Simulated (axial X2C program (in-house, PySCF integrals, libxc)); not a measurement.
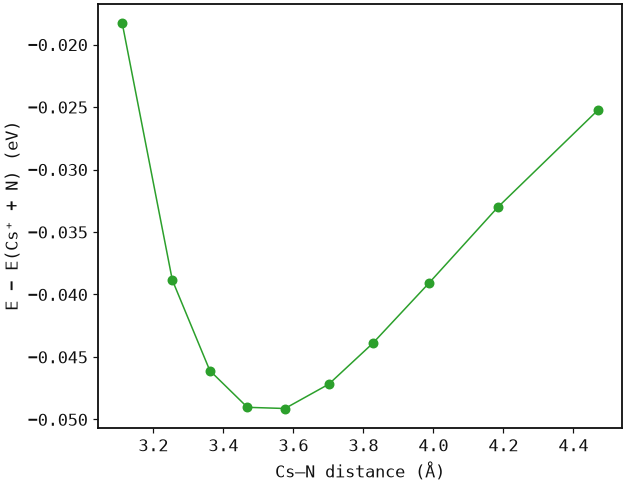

Fig. 1: Energy at 10 bond lengths, for one set of occupations held fixed; the line joins the points. A polynomial of degree 6 through 9 points gives rₑ = 3.526 Å, ωₑ = 63.29 cm⁻¹, ωₑxₑ = 3.1 cm⁻¹ and Bₑ = 0.1070 cm⁻¹. The minimum lies 0.05 eV below Cs⁺ + N, each computed as one determinant at the same level.

CsN⁺: relativistic diatomic calculation

System: CsN⁺, single determinant with Ω = 3/2.
Method: PBE0, two-component X2C with atomic mean-field Coulomb and Gaunt terms, Cs dyall-cv3z, N dyall-av3z (cores contracted) (axial X2C program (in-house, PySCF integrals, libxc)).

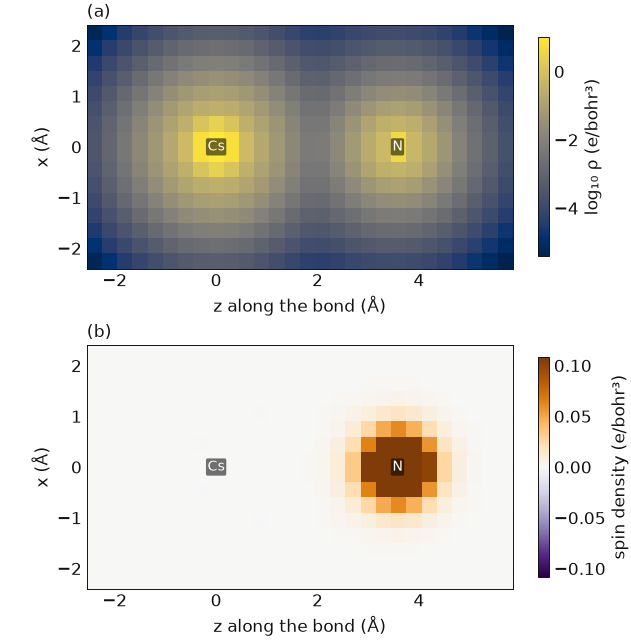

Fig. 2: (a) electron density on a logarithmic scale; (b) spin density, in a plane that holds the axis, at 3.58 Å, on points 0.3 Å apart (one half computed, the other mirrored); the structure near the nuclei is finer than these points.

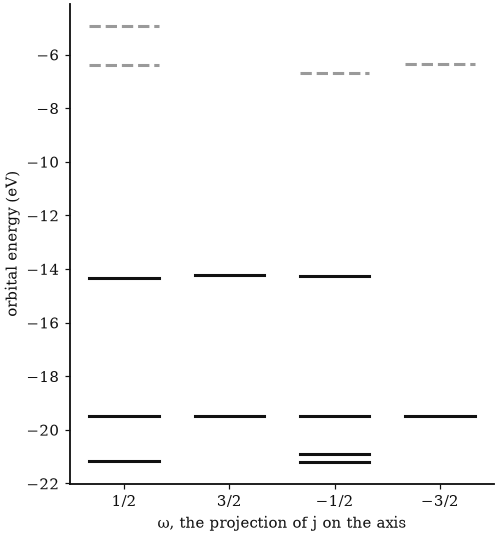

Fig. 3: Orbital energies near the frontier at 3.58 Å, filled (solid) and empty (dashed). The highest filled spinor (3/2; 100 % N p) lies at −14.24 eV, the lowest empty one (−1/2; 89 % N p, 5 % Cs s) at −6.67 eV.

These pictures come from the run below.

## Input
```
{"zs": [55, 7], "q": 1, "bas": ["dyall-cv3z", "dyall-av3z"], "levels": ["PBE0", "HF", "r2SCAN"], "cc": true, "r0": 2.69, "thr": -2.0, "nmax": 90, "npts": 10, "nst": 2, "ntry": 6}
```

The line is the task of a batch: nuclear charges, charge, bases, the levels to run, a first guess of the distance and further settings. This report covers PBE0 with spin-orbit coupling. The log is that of the reference distance 3.576 Å, started from orbitals converged before.

The run was one of a batch that the task file lists, launched with:
```bash
python <driver script> task.json out
```

## The program's output
```
two-component X2C + atomic mean field  PBE0
basis functions 199  fitting functions 1003  grid points 5084
iter        total energy     max residual
   1      -7837.048041556     4.36e-05
   2      -7837.048041557     4.94e-06
converged
one-electron -10810.69504385  Coulomb 3122.23182844  exact exchange -49.44414130  xc functional -151.17462960  nuclear repulsion 56.97237869  atomic mean-field constant -4.93843394
```

## The points of the curve

| R (Å) | E (hartree) | dipole (D; origin at the first atom, positive when the second is positive) | highest filled (eV) | lowest empty (eV) |
| --- | --- | --- | --- | --- |
| 3.111 | −7837.046908 | 0.63 | −14.81 | −7.19 |
| 3.254 | −7837.047664 | 0.59 | −14.62 | −7.03 |
| 3.361 | −7837.047930 | 0.56 | −14.49 | −6.91 |
| 3.469 | −7837.048038 | 0.53 | −14.36 | −6.79 |
| 3.576 | −7837.048042 | 0.50 | −14.24 | −6.67 |
| 3.701 | −7837.047970 | 0.46 | −14.11 | −6.54 |
| 3.826 | −7837.047850 | 0.43 | −13.98 | −6.41 |
| 3.987 | −7837.047673 | 0.40 | −13.83 | −6.25 |
| 4.184 | −7837.047450 | 0.36 | −13.66 | −6.07 |
| 4.470 | −7837.047164 | 0.31 | −13.43 | −5.83 |

## Results in brief

- outcome: converged
- bond length rₑ: 3.526 Å
- ωₑ: 63.29 cm⁻¹
- energy at the minimum: −7837.04805 hartree
- depth below the fragments: 0.05 eV
- hardware: 1 thread of AMD EPYC (Zen 3), 24 GiB of memory available, shared host
- wall time: 5.3 s
- peak memory: 0.86 GiB
